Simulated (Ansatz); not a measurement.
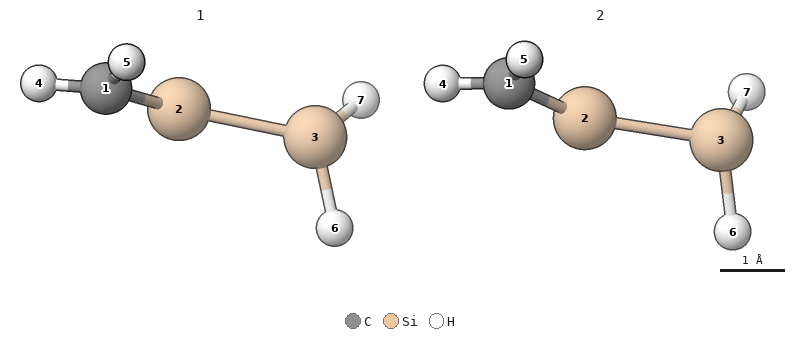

Two geometries of CH$_{4}$Si$_{2}$, drawn at one scale. One is the start of a relaxation, the other its converged end. A ball-and-stick model, seen at a tilt.

Theory: RKS PBE0-D4/def2-TZVP in Ansatz 0.2.0. Set-up: force threshold 0.005 eV/Å; at most 200 steps.

Which of the two is the end point?

Answer. Structure 2 is the relaxed one. The largest move after the best rigid fit is that of H7, 0.26 Å. By element the largest moves are H 0.26 Å, Si 0.24 Å, C 0.11 Å. Near-neighbour distances that change, for instance: C1–Si2 1.763 → 1.699 Å, Si3–H6 1.480 → 1.495 Å, C1–H4 1.079 → 1.084 Å, C1–H5 1.081 → 1.085 Å. Bond angles that change, for instance: Si2–Si3–H7 118.5° → 107.4°, C1–Si2–Si3 138.7° → 146.3°, Si2–Si3–H6 114.0° → 107.3°. Groups turn about Si2–Si3 by about 20°. After 6 accepted moves (7 points after the start) the energy has fallen by 2.96 kcal/mol. Largest force component: 1.5 eV/Å at the start, 0.0047 eV/Å at the end. The line search rejected the trial step at point 1 of the run. Cost: 17 s on 2 threads of Arm Neoverse V2, with other jobs on the host.
